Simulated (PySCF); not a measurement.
CH5BO4Si, SMILES O=C(O)[SiH2]B(O)O at its GFN2-xTB optimised geometry (Å):

```
12

O      2.0678     0.1332    -0.2565
C      1.4115    -0.8585     0.0000
O      1.9883    -2.0147     0.3062
Si    -0.5154    -0.8585     0.0000
B     -0.9911     1.0846     0.0000
O     -2.2447     1.5815     0.1684
O     -0.0383     2.0147    -0.1863
H      2.9608    -1.9444     0.2856
H     -0.8514    -1.6405    -1.2021
H     -0.8907    -1.7219     1.1296
H     -2.9608     0.9656     0.3037
H      0.8626     1.6839    -0.2957
```

Method: PySCF with CAM-B3LYP/def2-TZVP. Cells within 0.4 Å of a nucleus heavier than hydrogen are left out (blank, or x).

Map of the HOMO amplitude (bohr^(-3/2)) on the plane z = 0.0 Å; orbital energy -9.52 eV, overall sign arbitrary:

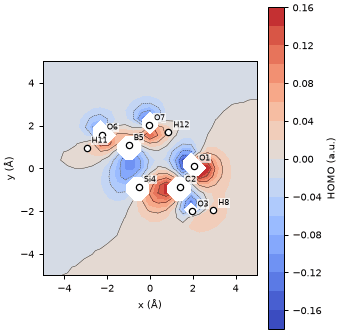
Fig. 1. HOMO amplitude (bohr^(-3/2)) on the plane z = 0.0 Å.
